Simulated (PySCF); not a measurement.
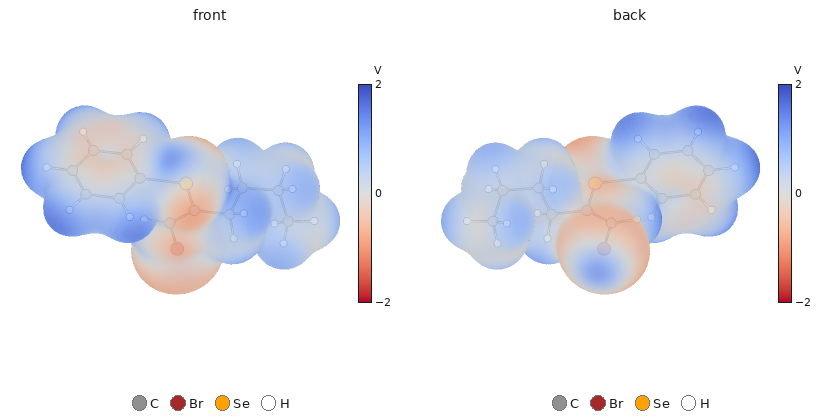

Figure 1: C12H15BrSe (SMILES CCCC/C(=C\Br)[Se]c1ccccc1). The molecular electrostatic potential painted on the density surface at 0.004 e/bohr³, seen from the front and from behind; red is negative and blue positive.

Geometry: PBE0-D3(BJ)/def2-SVP.

The calculation used PBE0/def2-SVPD, SCF density, gas phase (PySCF).

Input

```
{"job": {"kind": "uv", "xc": "PBE0", "basis": "def2-SVPD", "ip": false}, "charge": 0, "multiplicity": 1}
C      4.713156     0.794189    -0.057130
C      3.731717     1.072127     1.072321
C      2.264936     0.932035     0.679903
C      1.858208    -0.492842     0.297488
C      0.405408    -0.590314    -0.063200
C     -0.110215    -0.379984    -1.278554
Br     0.954085     0.049667    -2.775360
Se    -0.697043    -0.981720     1.449858
C     -2.429911    -0.716609     0.685425
C     -3.155412    -1.811879     0.208817
C     -4.425084    -1.618863    -0.334942
C     -4.967756    -0.336694    -0.404902
C     -4.242745     0.756051     0.071030
C     -2.975824     0.569105     0.620125
H      4.658966    -0.248972    -0.405673
H      4.510662     1.440359    -0.926475
H      5.750933     0.976629     0.260801
H      3.893276     2.095777     1.449973
H      3.946158     0.402724     1.924850
H      1.624071     1.268621     1.511670
H      2.041816     1.598554    -0.171066
H      2.450136    -0.840776    -0.563563
H      2.083044    -1.178051     1.133662
H     -1.174232    -0.427752    -1.511116
H     -2.719626    -2.811893     0.262191
H     -4.991417    -2.475958    -0.707077
H     -5.962266    -0.187423    -0.831870
H     -4.667588     1.761383     0.018123
H     -2.401947     1.418710     0.996694
```

Command:

```sh
OMP_NUM_THREADS=1 python probes_run.py task.json out
```

**Describe the electrostatic potential map.**

The most negative region (about −0.7 V, or −16 kcal/mol for a unit charge) lies over Se8, the most positive (about +1.5 V, or +35 kcal/mol for a unit charge) over H26, H27 and H28. Br7 shows a σ-hole: about +1.1 V, or +25 kcal/mol for a unit charge at the tip opposite its bond, against about −0.5 V, or −12 kcal/mol for a unit charge on its flanks.

**How polar is the molecule by this calculation?**

Its dipole moment is 1.63 D.
